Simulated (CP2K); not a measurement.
# GFN1-xTB run of HNO (nitroxyl)

Aim: the energy change on altering one bond length of HNO (nitroxyl) at GFN1-xTB, from 2 runs. 

The calculation is run with CP2K 2026.2.

### Step 1. Starting point

The species is HNO (3 atoms), meant as a singlet with charge 0. SMILES: `N=O`. The shape is that of a PBE0-D4/def2-TZVP optimisation.

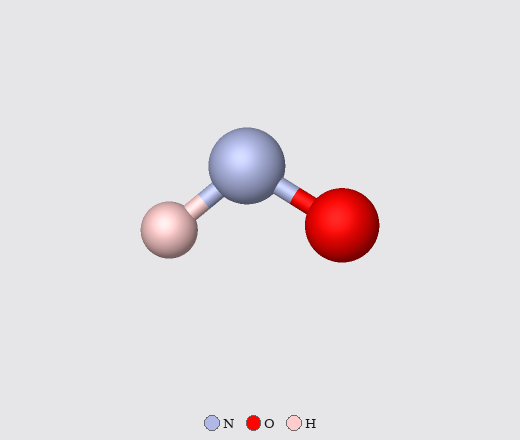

The structure, seen from a chosen angle (nitrogen light blue, oxygen red, hydrogen pink).

### Step 2. A single-point energy at GFN1-xTB

gas.inp reads:

```
&GLOBAL
  PROJECT_NAME gas
  RUN_TYPE ENERGY
  PRINT_LEVEL MEDIUM
&END GLOBAL

&FORCE_EVAL
  METHOD Quickstep
  &DFT
    &QS
      METHOD XTB
      EPS_DEFAULT 1.0E-10
      &XTB
        GFN_TYPE 1
        CHECK_ATOMIC_CHARGES F
      &END XTB
    &END QS
    &POISSON
      PERIODIC NONE
      POISSON_SOLVER ANALYTIC
    &END POISSON
    # self-consistent field
    &SCF
      SCF_GUESS ATOMIC
      EPS_SCF 1.0E-06
      MAX_SCF 100
      ADDED_MOS 8
      &DIAGONALIZATION
        ALGORITHM STANDARD
      &END DIAGONALIZATION
      &MIXING
        METHOD BROYDEN_MIXING
        ALPHA 0.3
        NBUFFER 8
      &END MIXING
    &END SCF
    # extra output
    &PRINT
      &MOMENTS
        PERIODIC F
        REFERENCE COM
        MAX_MOMENT 1
      &END MOMENTS
      &MO ON
        ENERGIES T
        OCCUPATION_NUMBERS T
        NDIGITS 6
        &EACH
          QS_SCF 0
        &END EACH
        ADD_LAST NUMERIC
      &END MO
      &HIRSHFELD OFF
      &END HIRSHFELD
    &END PRINT
  &END DFT
  # atoms, cell and kinds
  &SUBSYS
    &CELL
      ABC 13.2 13.1 12.8
      PERIODIC NONE
    &END CELL
    &COORD
      UNIT bohr
      N     -0.5361153     0.5910874    -0.2214003
      O      1.4273101     0.7505992     0.8626600
      H     -0.8911948    -1.3416678    -0.6412786
    &END COORD
    &TOPOLOGY
      &CENTER_COORDINATES
      &END CENTER_COORDINATES
    &END TOPOLOGY
  &END SUBSYS
&END FORCE_EVAL
```

The run is started by

```bash
$ OMP_NUM_THREADS=1 cp2k.psmp -i gas.inp > gas.out 2>&1
```

The log of the run (excerpt; [...] marks lines left out):

```text
CP2K| version string:                                       CP2K version 2026.2
[...]
 GLOBAL| Method name                                                        CP2K
[...]
 GLOBAL| Run type                                                         ENERGY
[...]
 *** WARNING in qs_environment.F:2210 :: More added MOs requested than     ***
 *** available. The full set of unoccupied MOs will be used. Use           ***
 *** 'ADDED_MOS -1' to always use all available MOs and to get rid of this ***
[...]
                             - Atoms:                                          3
[...]
                             - Spherical basis functions:                     10
[...]
 Number of electrons:                                                         12
[...]
     1 NoMix/Diag. 0.30E+00    0.0     0.96924140        -8.2178456654 -8.22E+00
[...]
    14 Broy./Diag. 0.30E+00    0.0     0.00000033        -8.3028937996 -1.84E-06
  *** SCF run converged in    14 steps ***
[...]
 TB_DIPOLE| Moment [Debye]         -1.72463670      -1.01376368      -1.05492776
 TB_DIPOLE| Derivative [a.u.]       0.00000000       0.00000000       0.00000000
[...]
 ENERGY| Total FORCE_EVAL ( QS ) energy [hartree]             -8.302893799629624
[...]
```

Wall time 0.26 s (1 thread of Arm Neoverse V2, shared host).

### Step 3. The distorted shape, same level

job.inp reads:

```
&FORCE_EVAL
  METHOD QS
  &DFT
    &QS
      METHOD XTB
      EPS_DEFAULT 1.0E-10
      &XTB
        GFN_TYPE 1
        CHECK_ATOMIC_CHARGES F
      &END XTB
    &END QS
    &POISSON
      PERIODIC NONE
      POISSON_SOLVER ANALYTIC
    &END POISSON
    &SCF
      SCF_GUESS ATOMIC
      EPS_SCF 1.0E-06
      MAX_SCF 100
      ADDED_MOS 8
      &DIAGONALIZATION
        ALGORITHM STANDARD
      &END DIAGONALIZATION
      &MIXING
        METHOD BROYDEN_MIXING
        ALPHA 0.3
        NBUFFER 8
      &END MIXING
    &END SCF
    &PRINT
      &MOMENTS
        PERIODIC F
        REFERENCE COM
        MAX_MOMENT 1
      &END MOMENTS
      &MO ON
        ENERGIES T
        OCCUPATION_NUMBERS T
        NDIGITS 6
        &EACH
          QS_SCF 0
        &END EACH
        ADD_LAST NUMERIC
      &END MO
      &HIRSHFELD OFF
      &END HIRSHFELD
    &END PRINT
  &END DFT
  &SUBSYS
    &CELL
      ABC 13.3 13.4 12.9
      PERIODIC NONE
    &END CELL
    &COORD
      UNIT bohr
      N     -0.4295801     1.1709726    -0.0954236
      O      1.5338453     1.3304844     0.9886367
      H     -0.8911948    -1.3416678    -0.6412786
    &END COORD
    &TOPOLOGY
      &CENTER_COORDINATES
      &END CENTER_COORDINATES
    &END TOPOLOGY
  &END SUBSYS
&END FORCE_EVAL

&GLOBAL
  PROJECT job
  RUN_TYPE ENERGY
  PRINT_LEVEL MEDIUM
&END GLOBAL
```

The run is started by

```bash
$ OMP_NUM_THREADS=1 cp2k.psmp -i job.inp -o job.out
```

The log of the run (excerpt; [...] marks lines left out):

```text
CP2K| version string:                                       CP2K version 2026.2
[...]
 GLOBAL| Method name                                                        CP2K
[...]
 GLOBAL| Run type                                                         ENERGY
[...]
 *** WARNING in qs_environment.F:2210 :: More added MOs requested than     ***
 *** available. The full set of unoccupied MOs will be used. Use           ***
 *** 'ADDED_MOS -1' to always use all available MOs and to get rid of this ***
[...]
                             - Atoms:                                          3
[...]
                             - Spherical basis functions:                     10
[...]
 Number of electrons:                                                         12
[...]
     1 NoMix/Diag. 0.30E+00    0.0     0.93929715        -8.1939410895 -8.19E+00
[...]
    14 Broy./Diag. 0.30E+00    0.0     0.00000011        -8.2735674502 -4.32E-07
  *** SCF run converged in    14 steps ***
[...]
 TB_DIPOLE| Moment [Debye]         -1.54614126      -0.75525946      -0.92768989
 TB_DIPOLE| Derivative [a.u.]       0.00000000       0.00000000       0.00000000
[...]
 ENERGY| Total FORCE_EVAL ( QS ) energy [hartree]             -8.273567450193083
[...]
```

It took 0.26 s on 1 thread of Arm Neoverse V2, shared host.

### Step 4. What came out

At GFN1-xTB:

| quantity | value |
| --- | --- |
| first shape: total energy | -8.30289 Eh |
| first shape: dipole moment (from atomic charges alone) | 2.26 D |
| first shape: HOMO energy | -11.81 eV |
| first shape: LUMO energy | -10.12 eV |
| first shape: HOMO–LUMO gap | 1.68 eV |
| first shape: dispersion energy | -0.65 kJ/mol |
| distorted shape: total energy | -8.27357 Eh |
| distorted shape: dipole moment (from atomic charges alone) | 1.95 D |
| distorted shape: HOMO energy | -12.08 eV |
| distorted shape: LUMO energy | -10.32 eV |
| distorted shape: HOMO–LUMO gap | 1.76 eV |
| distorted shape: dispersion energy | -0.74 kJ/mol |
| energy change with the N1–H3 bond stretched from 1.063 to 1.382 Å | 0.798 eV |

In words: With the N1–H3 bond stretched from 1.063 to 1.382 Å the energy rises by 0.80 eV (18.4 kcal/mol). The first shape isn't relaxed at this level, so the change isn't measured from a minimum. The dipole (first shape) comes from point charges on the atoms alone, without atomic dipoles, so it is partial. The dipole (distorted shape) comes from point charges on the atoms alone, without atomic dipoles, so it is partial.
